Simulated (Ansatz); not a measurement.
# Work function of Li(110): what the settings cost and change

Aim: the work function of Li(110) against thickness and vacuum, with the cost.

Program: Ansatz 0.2.0. Level of theory: plane-wave DFT, PBE, Ansatz PAW. Results are calculated unless marked as measured.

## Step 1: The starting structure

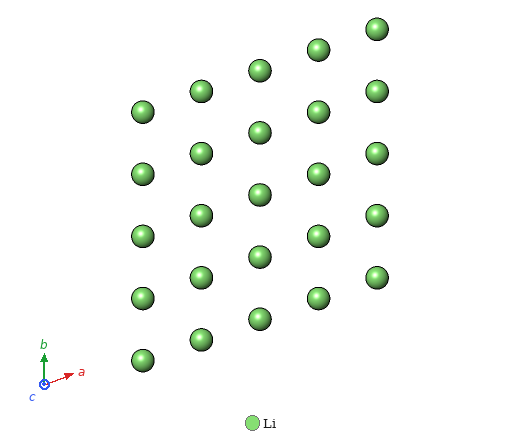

The cell as given, from above (lithium green). 4×4×1 cells are drawn. Some periodic images of atoms are drawn too.

The cell holds 1 atom: 1 Li. Its edges and angles: a = 3.022 Å, b = 3.022 Å, c = 18.000 Å, α = 90.0°, β = 90.0°, γ = 70.5°. Vacuum lies along c.

## Step 2: Slab, setting 1 layer

A work function rests on the faint tail of the density, so the SCF threshold is tight. The slab grows from one layer, at fixed mesh and 18 Å of vacuum; then the vacuum is varied on one slab.

input.yaml reads:

```yaml
crystal:
  lattice:
    - [2.4678026663, -1.745, 0.0]
    - [2.4678026663, 1.745, 0.0]
    - [0.0, 0.0, 18.0]
  atoms:
    - { symbol: Li, position: [0.0, 0.0, 0.5] }
kpoints:
  mp_grid: { grid: [14, 14, 1] }
hamiltonian:
  xc: pbe
scf:
  occupations: { method: fermi_dirac, width: 0.1 }
  convergence: { dr2_threshold: 1.0e-09 }
efield:
  axis: 3
  dipole_correction: true
  ramp_position: 0.97
  ramp_width: 0.06
output:
  write_potential: true
  write_density: true
  volumetric_format: npy
  elf: true
```

Run with:

```sh
$ ansatz run input.yaml --threads 2 --pin off --max-ram 3072MiB --backend cpu --events-out ev --progress --plain --runs-dir out
```

Numbers of over 12 decimals in the logs are rounded to 6 here.

What it wrote:

```text
Engine: ansatz 0.2.0, aarch64-unknown-linux-gnu
Pseudopotentials: kind: paw
Pseudopotential: Li, paw, valence charge 3, recommended cutoff 420 eV (normal), Li.paw.azcp
Functional definition: PBE
  parameter kappa = 0.804
  parameter beta = 0.066725
  exchange = pbe_x(kappa = kappa, mu = beta*pi^2/3)
  correlation = pbe_c(beta = beta)
Crystal: 1 atoms, lattice volume = 155.027 Å³
Basis set: ecut = 420 eV, 2997 PW (Γ)
Bands: 6, of which v1, the nominal top of the filled ones, is band 2 counted from 1 (1 counted from 0)
Symmetry: 4 space group operations
k-points: 57 of 196
Non-local potential: Li, projectors of the file, l = 0: 3, l = 1: 2, l = 2: 1
PAW form: soft (Blöchl's): semilocal exchange-correlation on the pseudo side does not see the compensation charge
PAW one-centre angular grid: Li, 110 points (default); XC on 64 Gauss nodes
Initial density: superposition of atomic densities (neutral atoms: chi_scale 0, normalization atom), corrected by the library's trained network
Initial wavefunctions: pseudopotential atomic-orbital guess
Functional: x = pbe(κ = 0.804, μ = 0.219515), c = pbe(β = 0.066725)
SCF iter   1: F=—  HF=-204.170982 eV  |F-HF|=—  |Δ(HF+E_count)|=         —  Δρ=4.73e-4  dr2=6.30e-4  ethr=1.77e-3  p=0.000 e·Å  D=8.46e-17 V/Å  ΔV_dip=-0.00 eV  dr2_dipole=1.48e-12  V_vac-E_F(+/−)=3.37/3.37 eV  ⟨swp⟩=4.9  Hψ=2935  notcnv=0
efield: sawtooth ramp at fractional position 0.9700 (set: `efield.ramp_position`, or a place that a band, a saddle search or an elastic batch's reference lends), width 0.0600; the density the first Hamiltonian is built on has a dipole p = 0.000 e·Å; the dipole correction subtracts the counter field D = 8.46e-17 V/Å, which shifts the + side's vacuum level by -0.00 eV against the − side's; the planar-averaged density in the ramp window peaks in size at 7.2e-6 e/Å³
preconditioner: auto → LDOS  [metal: Δε(μ)=0.185 eV  Ē_g=5.307 eV  σ=0.100 eV  W_gap=0.41  n_scr=8 (ndim 8)  ℏωp=3.0 eV  f_vac=0.667  D(μ)=0.48/eV (n_scr^D=4)  β→1.0]
SCF iter   2: F=—  HF=-204.171916 eV  |F-HF|=—  |Δ(HF+E_count)|=   9.34e-4  Δρ=1.20e-4  dr2=6.34e-5  ethr=2.10e-5  p=0.000 e·Å  D=4.62e-7 V/Å  ΔV_dip=-0.00 eV  dr2_dipole=9.32e-12  V_vac-E_F(+/−)=3.34/3.34 eV  ⟨swp⟩=2.1  Hψ=1038  notcnv=0
SCF iter   3: F=—  HF=-204.171957 eV  |F-HF|=—  |Δ(HF+E_count)|=   4.08e-5  Δρ=2.07e-5  dr2=1.47e-6  ethr=2.11e-6  p=-0.000 e·Å  D=-1.38e-6 V/Å  ΔV_dip=0.00 eV  dr2_dipole=2.20e-11  V_vac-E_F(+/−)=3.32/3.32 eV  ⟨swp⟩=1.5  Hψ=373  notcnv=0
SCF iter   4: F=—  HF=-204.171959 eV  |F-HF|=—  |Δ(HF+E_count)|=   2.14e-6  Δρ=3.81e-6  dr2=3.77e-8  ethr=4.90e-8  p=0.000 e·Å  D=1.37e-6 V/Å  ΔV_dip=-0.00 eV  dr2_dipole=1.71e-11  V_vac-E_F(+/−)=3.32/3.32 eV  ⟨swp⟩=1.7  Hψ=392  notcnv=0
SCF iter   5: F=—  HF=-204.171955 eV  |F-HF|=—  |Δ(HF+E_count)|=   3.53e-6  Δρ=5.79e-7  dr2=4.21e-10  ethr=1.26e-9  p=-0.000 e·Å  D=-7.41e-7 V/Å  ΔV_dip=0.00 eV  dr2_dipole=4.86e-12  V_vac-E_F(+/−)=3.32/3.32 eV  ⟨swp⟩=2.1  Hψ=417  notcnv=0
SCF iter   6: F=-204.171955 eV  HF=-204.171955 eV  |F-HF|=6.59e-11  |Δ(HF+E_count)|=   7.17e-9  Δρ=5.68e-8  dr2=1.63e-11  ethr=1.40e-11  p=0.000 e·Å  D=4.03e-7 V/Å  ΔV_dip=-0.00 eV  dr2_dipole=1.42e-12  V_vac-E_F(+/−)=3.32/3.32 eV  ⟨swp⟩=2.0  Hψ=1488  notcnv=0
SCF 1 converged in 6 iterations: F = -204.171955 eV  dr2 = 1.63e-11
  greatest PAW one-centre occupation: 1.000 electrons in one spin orbital (limit 2), on the Li atom at site 0 (counted from 0), in its partial waves of l = 0
WARN: The output density's exchange-correlation potential varies sharply where the density is thin. Do not read a vacuum level from v_tot or v_xc, or from such a field of the output density. On a cell that repeats whose density bears no net charge and no dipole along the vacuum's axis use v_es (v_loc + v_h of the components); under efield.dipole_correction with no amplitude use v_es + v_field, which holds any externa [...]
SCF converged after 6 iterations
Free energy (F): -204.171955 eV
Harris-Foulkes:  -204.171955 eV  (|F-HF|=6.59e-11)
Internal energy: -204.155289 eV  (E = F + TS)
E sigma→0 (E₀):  -204.163622 eV
Entropy (-TS):   -0.016666 eV (-16.666 meV/atom)
Fermi energy:    -2.613732 eV
Dipole field:    D = -0.000001 V/Å  (p = -0.000001 e·Å, saw-weighted, corrected)
Work function:   Φ+ = 3.3180 eV   Φ− = 3.3180 eV
Levels:          The Fermi level and band energies are counted from a zero that moves with the ramp; work functions are not
--- Per-component energies (eV) ---
  E_band       = -103.506852
  E_kinetic    = 20.405904
  E_local      = -366.664303  (includes V_loc(G=0)·N_el)
  E_nonlocal   = -33.279047
  E_hartree    = 150.293270
  E_xc         = -9.332814
  E_vxc        = -11.984552  (∫ρ·V_xc dr)
  E_paw        = -20.978162  (= ΣΔE_a)
  E_vpaw       = -12.571447  (= ΣTr[D̂ρ^β])
  E_aug_tail   = 0.000013  (compensation charges beyond the density's cutoff)
  E_efield     = 0.000000  (sawtooth field / dipole correction)
  E_vefield    = 0.000000  (∫n·V_field dr)
  E_ewald      = 55.399850
  E_smearing   = -0.016666  (= −TS)
  E_closure    = -0.000000  (closes the sum)
  Σ components = -204.171955   (vs F -204.171955, Δ=0.00e0)
--- Band table (eV; the first three rows and the last of 57) ---
  k-point 0: bands = ["-49.9560", "-4.6500", "-2.1699", "0.2685", "0.9283", "1.2084"]
  k-point 1: bands = ["-49.9556", "-4.5782", "-2.0766", "0.3590", "1.0224", "1.2992"]
  k-point 2: bands = ["-49.9545", "-4.3640", "-1.7970", "0.6297", "1.3045", "1.5706"]
  k-point 56: bands = ["-49.9428", "-0.9573", "1.9302", "3.4493", "4.1468", "4.3862"]
```

It took 9 s on 2 threads of Arm Neoverse N1, shared host; peak memory 0.41 GiB; 13 s of CPU time.

This step gave:

| Quantity | Value |
| --- | --- |
| energy at zero smearing | -204.1636 eV |
| work function, upper face | 3.318 eV |

Running mean over 2.468 Å of the planar mean; the ramp of the sawtooth is left out. Electron's electrostatic potential energy less the Fermi level against z:

| z (Å) | electron's electrostatic potential energy less the Fermi level (eV) |
| --- | --- |
| 3 | 3.32 |
| 4 | 3.32 |
| 5 | 3.31 |
| 6 | 3.23 |
| 7 | 2.67 |
| 8 | 0.196 |
| 9 | -1.02 |
| 10 | 0.196 |
| 11 | 2.67 |
| 12 | 3.23 |
| 13 | 3.31 |
| 14 | 3.32 |
| 15 | 3.32 |

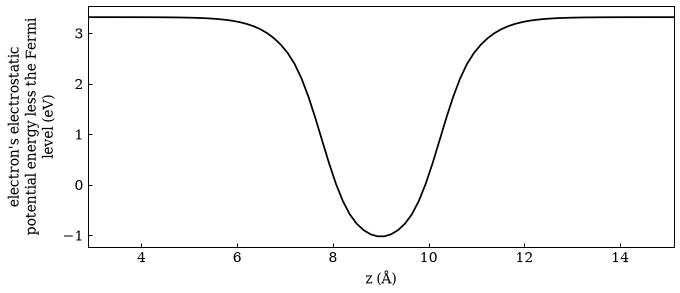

Electron's electrostatic potential energy less the Fermi level, plotted against z.

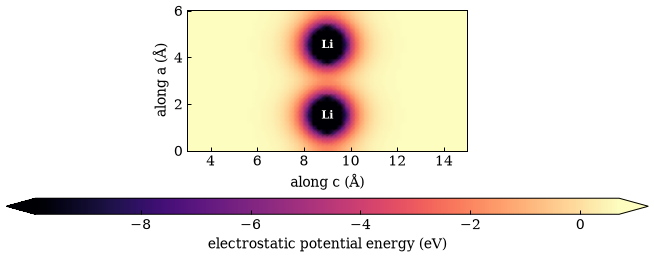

Electrostatic potential energy in the ca plane at fractional y = 0.000, with atoms of Li within 0.2 Å of it. With pseudopotentials it is smooth inside the atoms' cores, unlike the true potential. The map starts off the cell's origin, so that atoms lie inside it. The far vacuum is left out of the map.

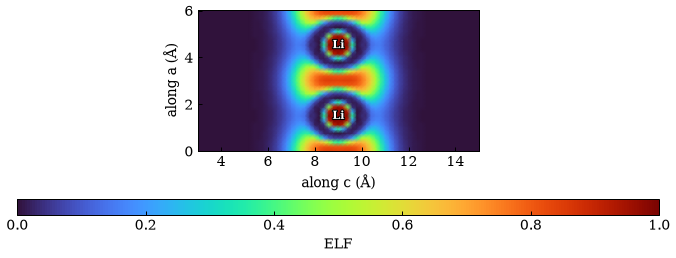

ELF in the ca plane at fractional y = 0.000, with atoms of Li within 0.2 Å of it. It is the smooth field of the valence electrons, not physical close to the nuclei. The map starts off the cell's origin, so that atoms lie inside it. The far vacuum is left out of the map.

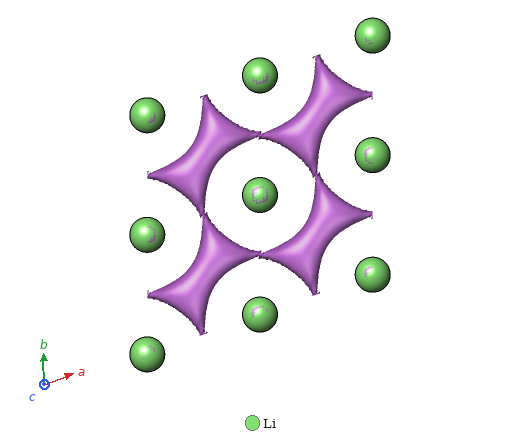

Surface of ELF = 0.85. 2×2×1 cells are drawn.

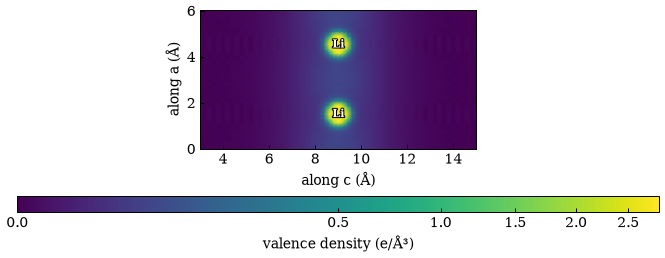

Valence density in the ca plane at fractional y = 0.000, with atoms of Li within 0.2 Å of it. It is the smooth field of the valence electrons, not physical close to the nuclei. The map starts off the cell's origin, so that atoms lie inside it. The colour scale is stretched toward low values. The far vacuum is left out of the map.

The work function is 3.318 eV.

## Step 3: Slab, 2 atoms

System of this step: Li(110). The cell holds 2 atoms: 2 Li. Its edges and angles: a = 3.022 Å, b = 3.022 Å, c = 20.468 Å, α = 90.0°, β = 90.0°, γ = 70.5°. Vacuum lies along c.

input.yaml, the sections that differ from step 2:

```yaml
crystal:
  lattice:
    - [2.4678026663, -1.745, 0.0]
    - [2.4678026663, 1.745, 0.0]
    - [0.0, 0.0, 20.4678026663]
  atoms:
    - { symbol: Li, position: [0.0, 0.0, 0.4397150074] }
    - { symbol: Li, position: [0.5, 0.5, 0.5602849926] }
output:
  write_potential: true
  write_density: true
  volumetric_format: npy
# kpoints, hamiltonian, scf, efield: as in step 2
```

What it wrote:

```text
[...]
Crystal: 2 atoms, lattice volume = 176.282 Å³
Basis set: ecut = 420 eV, 3413 PW (Γ)
Bands: 7, of which v1, the nominal top of the filled ones, is band 3 counted from 1 (2 counted from 0)
Symmetry: 4 space group operations
k-points: 57 of 196
[...]
Free energy (F): -408.854155 eV
[...]
Internal energy: -408.815873 eV  (E = F + TS)
E sigma→0 (E₀):  -408.835014 eV
Entropy (-TS):   -0.038282 eV (-19.141 meV/atom)
Fermi energy:    -2.209062 eV
Dipole field:    D = 0.000001 V/Å  (p = 0.000001 e·Å, saw-weighted, corrected)
Work function:   Φ+ = 3.3834 eV   Φ− = 3.3834 eV
[...]
--- Band table (eV; the first three rows and the last of 57) ---
[...]
[key lines of the parts left out:]
SCF converged after 6 iterations
```

Run time: 12 s. Hardware: 2 threads; peak memory 0.45 GiB; 18 s of CPU time.

The work function is 3.383 eV, +0.065 eV from the run “1 layer”, at 1.4 times its CPU time.

## Step 4: Run, 3 atoms

System of this step: Li(110). The cell holds 3 atoms: 3 Li. Cell: a = 3.022 Å, b = 3.022 Å, c = 22.936 Å, α = 90.0°, β = 90.0°, γ = 70.5°. Vacuum lies along c.

input.yaml, the sections that differ from step 3:

```yaml
crystal:
  lattice:
    - [2.4678026663, -1.745, 0.0]
    - [2.4678026663, 1.745, 0.0]
    - [0.0, 0.0, 22.9356053327]
  atoms:
    - { symbol: Li, position: [0.0, 0.0, 0.3924029852] }
    - { symbol: Li, position: [0.5, 0.5, 0.5] }
    - { symbol: Li, position: [0.0, 0.0, 0.6075970148] }
# kpoints, hamiltonian, scf, efield, output: as in step 3
```

What it wrote:

```text
[...]
Crystal: 3 atoms, lattice volume = 197.536 Å³
Basis set: ecut = 420 eV, 3801 PW (Γ)
Bands: 9, of which v1, the nominal top of the filled ones, is band 5 counted from 1 (4 counted from 0)
Symmetry: 4 space group operations
k-points: 57 of 196
[...]
Free energy (F): -613.550465 eV
[...]
Internal energy: -613.492176 eV  (E = F + TS)
E sigma→0 (E₀):  -613.521321 eV
Entropy (-TS):   -0.058289 eV (-19.430 meV/atom)
Fermi energy:    -1.849355 eV
Dipole field:    D = -0.000000 V/Å  (p = -0.000000 e·Å, saw-weighted, corrected)
Work function:   Φ+ = 3.3402 eV   Φ− = 3.3402 eV
[...]
--- Band table (eV; the first three rows and the last of 57) ---
[...]
[key lines of the parts left out:]
SCF converged after 6 iterations
```

Run time: 15 s. Hardware: 2 threads; peak memory 0.43 GiB.

The work function is 3.340 eV, -0.043 eV from the run “2 layers”, at 1.3 times its CPU time.

## Step 5: Run, 4 atoms

System of this step: Li(110). The cell holds 4 atoms: 4 Li. Cell: a = 3.022 Å, b = 3.022 Å, c = 25.403 Å, α = 90.0°, β = 90.0°, γ = 70.5°. Vacuum lies along c.

input.yaml, the sections that differ from step 4:

```yaml
crystal:
  lattice:
    - [2.4678026663, -1.745, 0.0]
    - [2.4678026663, 1.745, 0.0]
    - [0.0, 0.0, 25.403407999]
  atoms:
    - { symbol: Li, position: [0.0, 0.0, 0.3542831734] }
    - { symbol: Li, position: [0.5, 0.5, 0.4514277245] }
    - { symbol: Li, position: [0.0, 0.0, 0.5485722755] }
    - { symbol: Li, position: [0.5, 0.5, 0.6457168266] }
# kpoints, hamiltonian, scf, efield, output: as in step 4
```

What it wrote:

```text
[...]
Crystal: 4 atoms, lattice volume = 218.790 Å³
Basis set: ecut = 420 eV, 4225 PW (Γ)
Bands: 10, of which v1, the nominal top of the filled ones, is band 6 counted from 1 (5 counted from 0)
Symmetry: 4 space group operations
k-points: 57 of 196
[...]
Free energy (F): -818.248646 eV
[...]
Internal energy: -818.178998 eV  (E = F + TS)
E sigma→0 (E₀):  -818.213822 eV
Entropy (-TS):   -0.069648 eV (-17.412 meV/atom)
Fermi energy:    -1.562231 eV
Dipole field:    D = 0.000002 V/Å  (p = 0.000002 e·Å, saw-weighted, corrected)
Work function:   Φ+ = 3.3006 eV   Φ− = 3.3007 eV
[...]
--- Band table (eV; the first three rows and the last of 57) ---
[...]
[key lines of the parts left out:]
SCF converged after 6 iterations
```

Elapsed: 17 s, on 2 threads; peak memory 0.46 GiB; 28 s of CPU time.

The work function is 3.301 eV, -0.040 eV from the run “3 layers”, at 1.2 times its CPU time.

## Step 6: Slab, 5 atoms

System of this step: Li(110). The cell holds 5 atoms: 5 Li. Its edges and angles: a = 3.022 Å, b = 3.022 Å, c = 27.871 Å, α = 90.0°, β = 90.0°, γ = 70.5°. Vacuum lies along c.

input.yaml, the sections that differ from step 5:

```yaml
crystal:
  lattice:
    - [2.4678026663, -1.745, 0.0]
    - [2.4678026663, 1.745, 0.0]
    - [0.0, 0.0, 27.8712106654]
  atoms:
    - { symbol: Li, position: [0.0, 0.0, 0.3229138521] }
    - { symbol: Li, position: [0.5, 0.5, 0.4114569261] }
    - { symbol: Li, position: [0.0, 0.0, 0.5] }
    - { symbol: Li, position: [0.5, 0.5, 0.5885430739] }
    - { symbol: Li, position: [0.0, 0.0, 0.6770861479] }
# kpoints, hamiltonian, scf, efield, output: as in step 5
```

What it wrote:

```text
[...]
Crystal: 5 atoms, lattice volume = 240.044 Å³
Basis set: ecut = 420 eV, 4621 PW (Γ)
Bands: 13, of which v1, the nominal top of the filled ones, is band 8 counted from 1 (7 counted from 0)
Symmetry: 4 space group operations
k-points: 57 of 196
[...]
k-point 1: bands = [... 4 lower, -47.8998, -4.6465, -4.2655, -3.5529, -2.5691, -1.5024, -0.9586, 1.5388, ... 1 higher]
  k-point 2: bands = [... 4 lower, -47.8988, -4.4322, -4.0510, -3.3370, -2.3475, -1.2575, -0.6793, 1.7663, ... 1 higher]
  k-point 56: bands = [... 4 lower, -47.8871, -0.9296, -0.4800, 0.3624, 1.5490, 1.8290, 2.0544, 2.5231, ... 1 higher]
[key lines of the parts left out:]
SCF converged after 7 iterations
Free energy (F): -1022.940100 eV
Fermi energy:    -1.329939 eV
Dipole field:    D = 0.000000 V/Å  (p = 0.000000 e·Å, saw-weighted, corrected)
Work function:   Φ+ = 3.2731 eV   Φ− = 3.2731 eV
```

Wall time 24 s (2 threads); peak memory 0.5 GiB.

The work function is 3.273 eV, -0.028 eV from the run “4 layers”, at 1.4 times its CPU time.

## Step 7: Run, 6 atoms

System of this step: Li(110). The cell holds 6 atoms: 6 Li. Its edges and angles: a = 3.022 Å, b = 3.022 Å, c = 30.339 Å, α = 90.0°, β = 90.0°, γ = 70.5°. Vacuum lies along c.

input.yaml, the sections that differ from step 6:

```yaml
crystal:
  lattice:
    - [2.4678026663, -1.745, 0.0]
    - [2.4678026663, 1.745, 0.0]
    - [0.0, 0.0, 30.3390133317]
  atoms:
    - { symbol: Li, position: [0.0, 0.0, 0.2966477486] }
    - { symbol: Li, position: [0.5, 0.5, 0.3779886492] }
    - { symbol: Li, position: [0.0, 0.0, 0.4593295497] }
    - { symbol: Li, position: [0.5, 0.5, 0.5406704503] }
    - { symbol: Li, position: [0.0, 0.0, 0.6220113508] }
    - { symbol: Li, position: [0.5, 0.5, 0.7033522514] }
# kpoints, hamiltonian, scf, efield, output: as in step 6
```

What it wrote:

```text
[...]
Crystal: 6 atoms, lattice volume = 261.299 Å³
Basis set: ecut = 420 eV, 5041 PW (Γ)
Bands: 15, of which v1, the nominal top of the filled ones, is band 9 counted from 1 (8 counted from 0)
Symmetry: 4 space group operations
k-points: 57 of 196
[...]
k-point 1: bands = [... 5 lower, -47.7109, -4.4866, -4.2139, -3.7072, -2.9838, -2.0932, -1.2021, -0.7735, ... 2 higher]
  k-point 2: bands = [... 5 lower, -47.7102, -4.2724, -3.9995, -3.4922, -2.7663, -1.8676, -0.9519, -0.4943, ... 2 higher]
  k-point 56: bands = [... 5 lower, -47.6991, -0.7737, -0.4475, 0.1579, 1.0294, 2.0014, 2.1331, 2.1545, ... 2 higher]
[key lines of the parts left out:]
SCF converged after 7 iterations
Free energy (F): -1227.635734 eV
Fermi energy:    -1.145017 eV
Dipole field:    D = 0.000000 V/Å  (p = 0.000000 e·Å, saw-weighted, corrected)
Work function:   Φ+ = 3.2550 eV   Φ− = 3.2550 eV
```

The job ended after 29 s (2 threads; peak memory 0.56 GiB; 47 s of CPU time).

The work function is 3.255 eV, -0.018 eV from the run “5 layers”, at 1.2 times its CPU time.

## Step 8: Run, 8 atoms

System of this step: Li(110). The cell holds 8 atoms: 8 Li. Its edges and angles: a = 3.022 Å, b = 3.022 Å, c = 35.275 Å, α = 90.0°, β = 90.0°, γ = 70.5°. Vacuum lies along c.

input.yaml, the sections that differ from step 7:

```yaml
crystal:
  lattice:
    - [2.4678026663, -1.745, 0.0]
    - [2.4678026663, 1.745, 0.0]
    - [0.0, 0.0, 35.2746186644]
  atoms:
    - { symbol: Li, position: [0.0, 0.0, 0.255140958] }
    - { symbol: Li, position: [0.5, 0.5, 0.3251006843] }
    - { symbol: Li, position: [0.0, 0.0, 0.3950604106] }
    - { symbol: Li, position: [0.5, 0.5, 0.4650201369] }
    - { symbol: Li, position: [0.0, 0.0, 0.5349798631] }
    - { symbol: Li, position: [0.5, 0.5, 0.6049395894] }
    - { symbol: Li, position: [0.0, 0.0, 0.6748993157] }
    - { symbol: Li, position: [0.5, 0.5, 0.744859042] }
# kpoints, hamiltonian, scf, efield, output: as in step 7
```

What it wrote:

```text
[...]
Crystal: 8 atoms, lattice volume = 303.807 Å³
Basis set: ecut = 420 eV, 5853 PW (Γ)
Bands: 20, of which v1, the nominal top of the filled ones, is band 12 counted from 1 (11 counted from 0)
Symmetry: 4 space group operations
k-points: 57 of 196
[...]
k-point 1: bands = [... 8 lower, -4.2399, -4.0775, -3.7889, -3.3599, -2.8090, -2.1483, -1.4297, -0.7801, ... 4 higher]
  k-point 2: bands = [... 8 lower, -4.0257, -3.8632, -3.5745, -3.1447, -2.5919, -1.9266, -1.1965, -0.5223, ... 4 higher]
  k-point 56: bands = [... 8 lower, -0.5323, -0.3348, 0.0167, 0.5382, 1.2119, 2.0288, 2.2629, 2.3491, ... 4 higher]
[key lines of the parts left out:]
SCF converged after 7 iterations
Free energy (F): -1637.021229 eV
Fermi energy:    -0.863033 eV
Dipole field:    D = -0.000000 V/Å  (p = -0.000000 e·Å, saw-weighted, corrected)
Work function:   Φ+ = 3.2553 eV   Φ− = 3.2554 eV
```

Run time: 42 s. Hardware: 2 threads; peak memory 0.68 GiB.

The work function is 3.255 eV, +0.000 eV from the run “6 layers”, at 1.5 times its CPU time.

[end of part 1 of 2]

[Logs are printed without paths, hosts, clocks, repeated set-up lines and the standing remarks that a program may print on its own settings, such as how far it seeks lower states.]

[Hosts, paths, dates, database ids (printed as entryN), source tags and the programs' standing remarks are cut or masked in the printed files.]

[Maps of the electrostatic potential energy from Ansatz leave out the sawtooth potential of an applied field or a dipole correction, so their vacuum need not be flat; planar profiles and work functions include it.]
